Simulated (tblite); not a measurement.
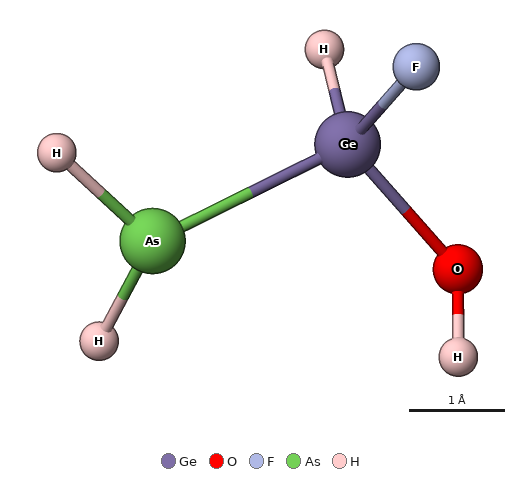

Fig. 1: The structure as given in the input (ball-and-stick view, seen at a tilt). Sticks mark near contacts.

**GeAsH$_{4}$OF: geometry relaxation**

System: GeAsH$_{4}$OF, SMILES [OH][GeH]([F])[AsH2].
Method: GFN2-xTB geometry optimisation, gas phase (tblite 0.8.0).

### Input file
```
{"job": {"kind": "relax", "xc": "GFN2-xTB", "basis": "xTB"}, "charge": 0, "multiplicity": 1}
Ge    -0.590403     0.043591     0.274724
O     -0.702729    -0.783186    -1.384060
F      0.235365     1.604572     0.098072
As     0.673580    -1.338189     1.755865
H     -1.987490     0.259907     0.815921
H     -0.055345    -1.396980    -1.753910
H      0.952223    -0.745566     3.116505
H      0.362094    -2.812787     1.732077
```

The first line tells a small driver script what to run in tblite; the rest is the geometry in Å.

Run on 1 CPU thread, shared host.

Launched with:
```bash
OMP_NUM_THREADS=1 python <driver script> task.json out
```

### Log
```
step      E/eV     max force
  0    -412.40075    3.589
  1    -412.69729    3.363
  2    -413.37119    2.155
  3    -413.72973    1.135
  4    -413.84955    1.164
  5    -413.96517    1.138
  6    -414.09067    0.773
  7    -414.11760    0.459
  8    -414.12602    0.347
  9    -414.13791    0.266
 10    -414.14254    0.282
 11    -414.15030    0.230
 12    -414.15377    0.166
 13    -414.15709    0.195
 14    -414.16045    0.209
 15    -414.16496    0.259
 16    -414.16883    0.198
 17    -414.17093    0.078
 18    -414.17150    0.072
 19    -414.17187    0.071
 20    -414.17278    0.087
 21    -414.17422    0.121
 22    -414.17603    0.130
 23    -414.17732    0.105
 24    -414.17808    0.081
 25    -414.17871    0.079
 26    -414.17943    0.127
 27    -414.18038    0.132
 28    -414.18141    0.113
 29    -414.18219    0.072
 30    -414.18250    0.057
 31    -414.18286    0.057
 32    -414.18315    0.061
 33    -414.18361    0.077
 34    -414.18406    0.079
 35    -414.18441    0.058
 36    -414.18463    0.039
 37    -414.18476    0.048
 38    -414.18488    0.047
 39    -414.18515    0.059
 40    -414.18555    0.078
 41    -414.18611    0.076
 42    -414.18653    0.044
 43    -414.18603    0.246
 44    -414.18668    0.017
 45    -414.18671    0.016
 46    -414.18677    0.051
 47    -414.18682    0.055
 48    -414.18714    0.061
 49    -414.18726    0.031
 50    -414.18735    0.054
 51    -414.18740    0.017
 52    -414.18742    0.015
 53    -414.18745    0.031
 54    -414.18749    0.037
 55    -414.18756    0.045
 56    -414.18766    0.048
 57    -414.18775    0.047
 58    -414.18782    0.027
 59    -414.18767    0.159
 60    -414.18792    0.026
 61    -414.18800    0.025
 62    -414.17833    1.025
 63    -414.18836    0.016
 64    -414.18856    0.019
 65    -414.17830    1.054
 66    -414.18878    0.033
 67    -414.18899    0.033
 68    -414.17219    1.066
 69    -414.18902    0.022
 70    -414.18924    0.048
 71    -414.16860    1.389
 72    -414.18942    0.045
 73    -414.18959    0.051
 74    -414.17546    1.236
 75    -414.18985    0.050
 76    -414.19008    0.059
 77    -414.17352    1.302
 78    -414.19033    0.064
 79    -414.19055    0.076
 80    -414.17020    1.397
 81    -414.19077    0.084
 82    -414.19096    0.097
 83    -414.18203    1.025
 84    -414.19123    0.111
 85    -414.19144    0.131
 86    -414.19057    0.530
 87    -414.19181    0.171
 88    -414.19196    0.200
 89    -414.19215    0.309
 90    -414.19230    0.262
 91    -414.19284    0.156
 92    -414.19373    0.099
 93    -414.19654    0.306
 94    -414.19782    0.414
 95    -414.20548    0.643
 96    -414.21062    0.604
 97    -414.21413    0.736
 98    -414.21830    0.157
 99    -414.22130    0.134
100    -414.21143    1.013
101    -414.22415    0.081
102    -414.22534    0.093
103    -414.22675    0.250
104    -414.22743    0.112
105    -414.22808    0.098
106    -414.22894    0.099
107    -414.22967    0.088
108    -414.23015    0.067
109    -414.23054    0.051
110    -414.23083    0.074
111    -414.23102    0.093
112    -414.23136    0.108
113    -414.23187    0.110
114    -414.23243    0.094
115    -414.23285    0.057
116    -414.23307    0.036
117    -414.23316    0.030
118    -414.23324    0.031
119    -414.23332    0.028
120    -414.23340    0.052
121    -414.23347    0.029
122    -414.23355    0.027
123    -414.23363    0.038
124    -414.23370    0.034
125    -414.23377    0.020
126    -414.23381    0.020
127    -414.23384    0.018
128    -414.23388    0.021
129    -414.23394    0.030
130    -414.23405    0.043
131    -414.23421    0.048
132    -414.23442    0.044
133    -414.23464    0.040
134    -414.23482    0.035
135    -414.23496    0.038
136    -414.23512    0.034
137    -414.23529    0.039
138    -414.23547    0.048
139    -414.23573    0.066
140    -414.23612    0.084
141    -414.23660    0.096
142    -414.23697    0.073
143    -414.23724    0.104
144    -414.23770    0.047
145    -414.23792    0.033
146    -414.23826    0.043
147    -414.23839    0.040
148    -414.23856    0.037
149    -414.23864    0.026
150    -414.23871    0.025
151    -414.23876    0.031
152    -414.23883    0.022
153    -414.23890    0.018
154    -414.23895    0.014
155    -414.23896    0.010
156    -414.23899    0.009
157    -414.23900    0.013
158    -414.23901    0.009
159    -414.23901    0.006
```

### Trajectory as extended XYZ (Å, eV, eV/Å), 13 of the 28 frames kept, from step=0 to step=159
```
8
Properties=species:S:1:pos:R:3:forces:R:3 step=0 energy=-412.40075
Ge   -0.5904    0.0436    0.2747   -0.0600  -1.5840  -0.1290
O    -0.7027   -0.7832   -1.3841    0.0030   0.5610   0.9610
F     0.2354    1.6046    0.0981   -0.2400  -0.2840  -0.0540
As    0.6736   -1.3382    1.7559    3.1830   0.3520  -1.6210
H    -1.9875    0.2599    0.8159   -0.5190   0.5850  -0.5810
H    -0.0553   -1.3970   -1.7539   -0.1370   0.4700   0.5070
H     0.9522   -0.7456    3.1165   -1.1890  -0.4510   0.1680
H     0.3621   -2.8128    1.7321   -1.0410   0.3510   0.7500
8
Properties=species:S:1:pos:R:3:forces:R:3 step=12 energy=-414.15377
Ge   -0.5475   -0.1528    0.3906    0.0150   0.0770   0.0620
O    -0.7533   -0.7422   -1.2292   -0.0840  -0.1290  -0.0600
F     0.1558    1.4667    0.1106    0.0870   0.0490   0.0230
As    1.1355   -1.3689    1.5989    0.0420  -0.0600   0.1120
H    -1.9637    0.3023    0.6605   -0.0800  -0.0430   0.0910
H    -0.0759   -1.2704   -1.6420    0.0760   0.0140  -0.0660
H     0.7100   -0.8555    2.9433   -0.0040   0.0970  -0.0670
H     0.2264   -2.5478    1.8225   -0.0530  -0.0040  -0.0950
8
Properties=species:S:1:pos:R:3:forces:R:3 step=24 energy=-414.17808
Ge   -0.5240   -0.1680    0.4004    0.0200   0.0410  -0.0640
O    -0.7738   -0.8334   -1.1939   -0.0440  -0.0180  -0.0140
F     0.1899    1.4469    0.0773   -0.0130   0.0130  -0.0210
As    1.1371   -1.3798    1.6165    0.0250  -0.0280   0.0220
H    -1.9437    0.2474    0.7549    0.0280  -0.0260  -0.0360
H    -0.0352   -1.1735   -1.6966   -0.0190   0.0650   0.0440
H     0.6771   -0.7976    2.9178   -0.0030  -0.0160   0.0190
H     0.1598   -2.5106    1.7788    0.0060  -0.0300   0.0490
8
Properties=species:S:1:pos:R:3:forces:R:3 step=42 energy=-414.18653
Ge   -0.5028   -0.1953    0.3951   -0.0420  -0.0050  -0.0120
O    -0.7836   -0.9128   -1.1737   -0.0120   0.0120   0.0220
F     0.1961    1.4073   -0.0130    0.0160   0.0020  -0.0040
As    1.1348   -1.4074    1.6603    0.0140   0.0180   0.0210
H    -1.9198    0.2180    0.7698    0.0100  -0.0090  -0.0010
H    -0.0534   -0.9734   -1.7856    0.0180   0.0060  -0.0090
H     0.6770   -0.7896    2.9513    0.0050  -0.0050  -0.0320
H     0.1390   -2.5155    1.8511   -0.0080  -0.0200   0.0150
8
Properties=species:S:1:pos:R:3:forces:R:3 step=54 energy=-414.18749
Ge   -0.5104   -0.2224    0.3926    0.0060   0.0010   0.0010
O    -0.7751   -0.9458   -1.1773    0.0290  -0.0020  -0.0220
F     0.2178    1.3643   -0.0364   -0.0100   0.0030   0.0020
As    1.1303   -1.4167    1.6741   -0.0010  -0.0030   0.0040
H    -1.9231    0.2119    0.7681    0.0060   0.0010   0.0050
H    -0.0740   -0.8656   -1.8220   -0.0240  -0.0010   0.0190
H     0.6809   -0.7704    2.9527    0.0020   0.0060  -0.0100
H     0.1408   -2.5240    1.9034   -0.0080  -0.0060   0.0010
8
Properties=species:S:1:pos:R:3:forces:R:3 step=66 energy=-414.18878
Ge   -0.5033   -0.2462    0.3872   -0.0070   0.0050   0.0010
O    -0.7493   -0.9786   -1.1840   -0.0110  -0.0150   0.0270
F     0.2165    1.3423   -0.0492    0.0040   0.0000  -0.0040
As    1.1248   -1.4366    1.6857    0.0030  -0.0020   0.0030
H    -1.9105    0.2042    0.7762    0.0040  -0.0110  -0.0050
H    -0.1004   -0.7810   -1.8557    0.0110   0.0170  -0.0210
H     0.6859   -0.7471    2.9450    0.0070   0.0010   0.0060
H     0.1236   -2.5258    1.9500   -0.0100   0.0050  -0.0050
8
Properties=species:S:1:pos:R:3:forces:R:3 step=84 energy=-414.19123
Ge   -0.4870   -0.2650    0.3811    0.0460  -0.0130  -0.0020
O    -0.7062   -1.0141   -1.1879    0.0650   0.0120  -0.0610
F     0.2043    1.3344   -0.0619    0.0220  -0.0170  -0.0100
As    1.1186   -1.4641    1.7001   -0.0130   0.0360   0.0100
H    -1.8882    0.1861    0.7839   -0.0520  -0.0010  -0.0070
H    -0.1386   -0.7052   -1.8942   -0.0750   0.0010   0.0810
H     0.6998   -0.7265    2.9421    0.0150  -0.0180  -0.0110
H     0.0845   -2.5143    1.9921   -0.0080   0.0000   0.0000
8
Properties=species:S:1:pos:R:3:forces:R:3 step=96 energy=-414.21062
Ge   -0.4587   -0.3204    0.3572    0.1940  -0.0760  -0.0270
O    -0.4646   -1.0736   -1.2269   -0.0830  -0.3530   0.4830
F     0.2137    1.3034   -0.0258   -0.0240  -0.0150   0.0050
As    1.0567   -1.5686    1.7197   -0.0230   0.0360   0.0620
H    -1.8883    0.1020    0.7091   -0.0850   0.0600  -0.0570
H    -0.3197   -0.5241   -1.9801    0.0170   0.3880  -0.4080
H     0.8340   -0.6648    2.9062   -0.0060  -0.0070  -0.0570
H    -0.0859   -2.4225    2.1959    0.0100  -0.0320  -0.0020
8
Properties=species:S:1:pos:R:3:forces:R:3 step=108 energy=-414.23015
Ge   -0.4409   -0.3703    0.3447   -0.0370  -0.0030   0.0010
O    -0.3344   -1.0627   -1.2582    0.0090   0.0140  -0.0100
F     0.2376    1.2706    0.0544    0.0060   0.0090   0.0190
As    1.0155   -1.6404    1.7410    0.0070  -0.0240  -0.0160
H    -1.9059    0.0766    0.5652    0.0630  -0.0150   0.0170
H    -0.4489   -0.4455   -1.9782   -0.0270  -0.0180  -0.0480
H     0.9136   -0.6224    2.8368   -0.0120   0.0400   0.0440
H    -0.1492   -2.3744    2.3496   -0.0100  -0.0040  -0.0070
8
Properties=species:S:1:pos:R:3:forces:R:3 step=120 energy=-414.23340
Ge   -0.4154   -0.3783    0.3341   -0.0010   0.0140  -0.0020
O    -0.3077   -1.0477   -1.2776    0.0240  -0.0430   0.0180
F     0.2604    1.2708    0.0865   -0.0070   0.0010   0.0040
As    1.0104   -1.6484    1.7603   -0.0130   0.0120  -0.0040
H    -1.8788    0.0533    0.5627    0.0170   0.0100   0.0090
H    -0.5036   -0.4615   -2.0054   -0.0160   0.0220  -0.0180
H     0.9039   -0.6057    2.8394   -0.0130  -0.0090  -0.0110
H    -0.1818   -2.3511    2.3552    0.0090  -0.0080   0.0040
8
Properties=species:S:1:pos:R:3:forces:R:3 step=132 energy=-414.23442
Ge   -0.4097   -0.3664    0.3355    0.0180   0.0360   0.0060
O    -0.3059   -1.0605   -1.2668    0.0050   0.0070   0.0080
F     0.2693    1.2844    0.0829   -0.0040  -0.0420  -0.0140
As    1.0211   -1.6276    1.7622   -0.0350  -0.0050   0.0110
H    -1.8638    0.0887    0.5703   -0.0010  -0.0110  -0.0050
H    -0.5202   -0.4939   -2.0056   -0.0090   0.0060   0.0050
H     0.8571   -0.6102    2.8574   -0.0040  -0.0110   0.0050
H    -0.1605   -2.3831    2.3192    0.0310   0.0190  -0.0160
8
Properties=species:S:1:pos:R:3:forces:R:3 step=150 energy=-414.23871
Ge   -0.3702   -0.2923    0.3555   -0.0090   0.0060   0.0070
O    -0.3588   -1.1107   -1.1915    0.0040   0.0120  -0.0010
F     0.3375    1.3084   -0.0626   -0.0110  -0.0220   0.0020
As    1.0789   -1.4951    1.8128   -0.0050  -0.0070   0.0030
H    -1.8057    0.2090    0.6156    0.0120   0.0040  -0.0030
H    -0.5886   -0.5870   -1.9575    0.0030  -0.0080   0.0110
H     0.6044   -0.7032    3.0022    0.0020   0.0090  -0.0040
H    -0.0102   -2.4978    2.0806    0.0030   0.0050  -0.0160
8
Properties=species:S:1:pos:R:3:forces:R:3 step=159 energy=-414.23901
Ge   -0.3647   -0.2712    0.3649    0.0020   0.0000   0.0000
O    -0.3679   -1.1254   -1.1625    0.0010  -0.0010   0.0030
F     0.3492    1.3125   -0.0968   -0.0010  -0.0020   0.0010
As    1.0890   -1.4596    1.8276    0.0050   0.0000  -0.0040
H    -1.7923    0.2490    0.6230   -0.0020   0.0010   0.0000
H    -0.6014   -0.6197   -1.9389    0.0000   0.0010  -0.0010
H     0.5387   -0.7370    3.0287   -0.0020   0.0040   0.0030
H     0.0368   -2.5171    2.0092   -0.0030  -0.0020  -0.0010
```

### Summary

```json
{"quantity": "outcome", "value": "converged"}
{"quantity": "total energy", "value": "−414.2390 eV"}
{"quantity": "wall time", "value": "1.1 s"}
{"quantity": "peak memory", "value": "0.18 GiB"}
```
